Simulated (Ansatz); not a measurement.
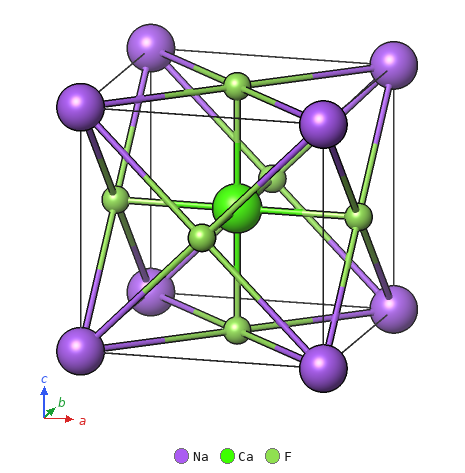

The crystal in a ball-and-stick representation, seen slightly off an axis. The frame is the unit cell; atoms at its boundary are shown with their periodic copies.

NaCaF3, a = 4.402 Å, b = 4.381 Å, c = 4.381 Å, α = 90.00°, β = 90.00°, γ = 90.00°. Strictly the space group is P4/mmm (No. 123, within 0.01 Å). It is a distorted form of a primitive cubic structure, space group Pm-3m (No. 221) within 0.25 Å: cubic perovskite with the larger cation on the octahedral site (an inverted filling). It goes back to a structure type filled with these elements by a generator (whether the compound takes this form wasn't checked). The cell was then strained or its atoms displaced on purpose. It was run through Ansatz as a DFT input.

This one geometry was computed with Ansatz (DFT, plane waves, PAW) at three levels of theory: HSE06, PBE and r2SCAN. It was relaxed with r2SCAN and then strained.

### Which level gives the highest pressure at this volume, and what does that say about its equilibrium volume?

Highest: PBE (1.5 GPa), which points to the largest equilibrium volume. Lowest, with the smallest volume: r2SCAN (-0.2 GPa). Levels within 0.5 GPa of each other can't be told apart.

### How does the band gap change with the level of theory?

PBE: a gap of 5.09 eV, indirect; r2SCAN: a gap of 5.91 eV, indirect; HSE06: a gap of 7.08 eV, indirect.

### Collect the results in a table.

| level | cutoff (eV) | k-mesh of the run's cell | gap (eV) | pressure (GPa) |
| --- | --- | --- | --- | --- |
| HSE06 | 420 | 4×4×4 | 7.08 | 0.5 |
| PBE | 420 | 6×6×6 | 5.09 | 1.5 |
| r2SCAN | 500 | 6×6×6 | 5.91 | -0.2 |

Gaps are taken on the k-mesh or band path of each run.
